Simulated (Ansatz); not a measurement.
BH2OCl3: several calculations on one system

### Relaxation

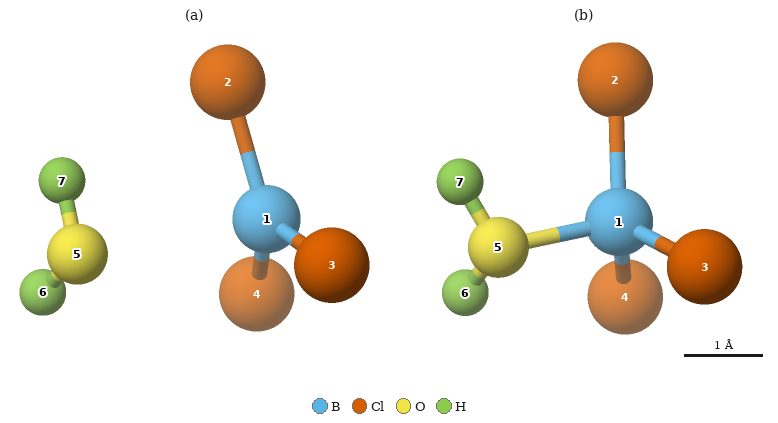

The structure of BH2OCl3 before (left) and after (right) a relaxation, at one scale.

Style: ball-and-stick. Shown at a tilt.

The run prepares an end point of a later path (reaction) calculation, from a guessed geometry.

These are results of Ansatz 0.2.0, RKS B3LYP-D4/def2-mTZVP, not measurements. Set-up: no spin polarisation; force threshold 0.03 eV/Å; at most 50 steps.

> Summarise the run.

The largest move after the best rigid fit is that of B1, 0.49 Å. Largest moves by element: B 0.49 Å, O 0.45 Å, H 0.44 Å, Cl 0.27 Å. Some distances before and after: B1–O5 2.607 → 1.673 Å, B1–Cl4 1.756 → 1.837 Å, B1–Cl3 1.743 → 1.806 Å, O5–H7 0.985 → 0.976 Å. New bonds form, among them: B1–O5 (2.61 → 1.67 Å). Bond angles that change, for instance: Cl3–B1–Cl4 121.5° → 115.0°, Cl2–B1–Cl3 119.2° → 115.0°, Cl2–B1–Cl4 118.4° → 114.6°. The energy falls by 0.231 eV in 10 accepted moves (11 points after the start). The largest force component goes from 0.98 to 0.011 eV/Å. The line search rejected the trial step at point 1 of the run.

Limits of the set-up: the start holds two separate molecules, 2.6 Å apart at their closest, whose relative position is a soft coordinate.

### Relaxation

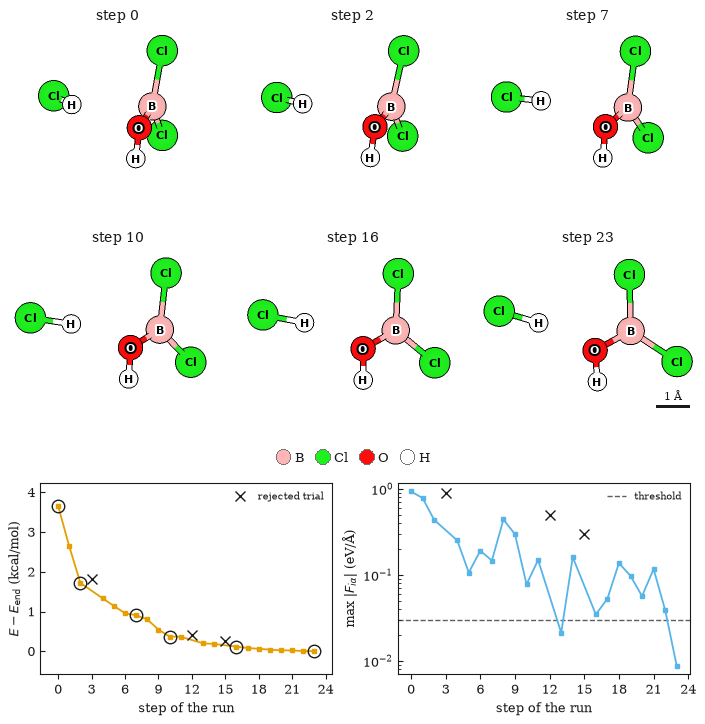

Frames of a relaxation of BH₂OCl₃, marked on the history of the run. A ball-and-stick model, seen at a tilt.

The run prepares an end point of a later path (reaction) calculation, from a guessed geometry.

The calculation used Ansatz 0.2.0, RKS B3LYP-D4/def2-mTZVP.

The input:
```yaml
crystal:
  periodic: [false, false, false]
  atoms:
    - { symbol: B, position_ang: [0.036471, -0.523146, -0.501247] }
    - { symbol: Cl, position_ang: [-0.1257, 0.084655, 2.503857] }
    - { symbol: Cl, position_ang: [1.548184, 0.340878, -0.721354] }
    - { symbol: Cl, position_ang: [-1.504913, 0.173431, -1.02874] }
    - { symbol: O, position_ang: [0.096917, -1.80162, 0.013894] }
    - { symbol: H, position_ang: [-0.774263, -2.219011, 0.067454] }
    - { symbol: H, position_ang: [0.372804, -1.084787, 2.086836] }
basis:
  gaussian: { orbitals: def2-mTZVP }
hamiltonian:
  xc: b3lyp
  dispersion: d4
relax:
  f_tol: 0.03
  max_steps: 50
```

Command:
```bash
ansatz run input.yaml --threads 4 --pin off --max-ram 5120MiB --backend cpu --events-out ev --progress --plain --runs-dir out
```

What happens along the run?

Answer. Cl4 moves most after the best rigid fit: 1.65 Å. By element the largest moves are Cl 1.65 Å, O 0.91 Å, H 0.62 Å, B 0.31 Å. Near-neighbour distances that change, for instance: Cl2–H7 1.338 → 1.305 Å, B1–O5 1.380 → 1.351 Å. Bond angles that change, for instance: B1–O5–H6 112.4° → 114.9°. After 20 accepted moves (23 points after the start) the energy has fallen by 3.66 kcal/mol. The largest force component goes from 0.94 to 0.0088 eV/Å. The line search rejected the trial steps at points 3, 12, 15 of the run. The forces were under the threshold at step 13, but the run went on from there. The run took 18 s on 4 threads of AMD EPYC 9R45 96-Core Processor (Zen 5), on a shared host, peak memory 0.28 GiB. From step 0 to 2: Cl2 moves most (0.39 Å), energy −1.94 kcal/mol. From step 2 to 7: Cl4 moves most (0.35 Å), energy −0.81 kcal/mol. From step 7 to 10: Cl4 moves most (0.46 Å), energy −0.54 kcal/mol. From step 10 to 16: Cl4 moves most (0.35 Å), energy −0.26 kcal/mol. From step 16 to 23: Cl4 moves most (0.40 Å), energy −0.11 kcal/mol.

```tsv
step	E − E(0), kcal/mol	largest force component, eV/Å	note
0	0.00	0.9375	
1	-1.02	0.7864	
2	-1.94	0.4385	
3	-1.85	0.9053	rejected
4	-2.33	0.2526	
5	-2.52	0.1071	
6	-2.70	0.1919	
7	-2.75	0.1473	
8	-2.86	0.4428	
9	-3.11	0.2984	
10	-3.29	0.0779	
11	-3.29	0.1495	
12	-3.25	0.5026	rejected
13	-3.46	0.0214	
14	-3.47	0.1614	
15	-3.39	0.3030	rejected
16	-3.54	0.0348	
17	-3.57	0.0531	
18	-3.59	0.1379	
19	-3.62	0.0978	
20	-3.63	0.0570	
21	-3.63	0.1173	
22	-3.65	0.0392	
23	-3.66	0.0088
```

Limits of the set-up: the start holds two separate molecules, 2.2 Å apart at their closest, whose relative position is a soft coordinate.

### Path

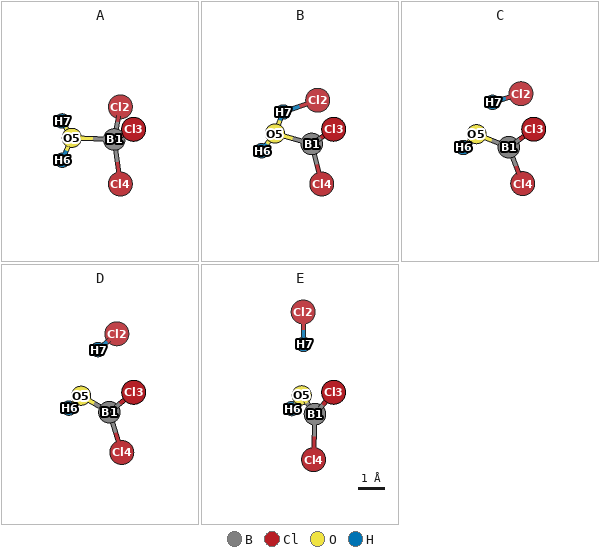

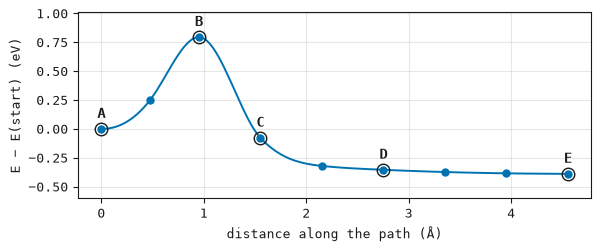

A search for the minimum-energy path of BH$_{2}$OCl$_{3}$ by the nudged elastic band. Images are numbered from 0 (start) to 8 (end). Frames A to E are images 0, 2, 3, 5, 8. The picture is a ball-and-stick view, seen at a tilt.

These are results of RKS B3LYP-D4/def2-mTZVP in Ansatz, not measurements. Run with 7 movable images; climbing image; force threshold 0.03 eV/Å; iteration limit 60; starting path through a guess of the saddle point.

**Describe the mechanism and the energy profile.**

Forward barrier 0.80 eV, backward barrier 1.18 eV, with image 2 at the top; the reaction energy is −0.39 eV. Breaking: B1–Cl2 (1.84 → 2.37 at the top → 4.29 Å), O5–H7 (0.98 → 1.19 at the top → 1.99 Å). Forming: Cl2–H7 (2.51 → 1.60 at the top → 1.30 Å). The band is converged. At the top, the vibrational analysis gives one imaginary mode (1055i cm⁻¹), as a transition state must have.

The run took 110 s on 4 threads of AMD EPYC 9R45 96-Core Processor (Zen 5) (shared host), peak memory 0.3 GiB.
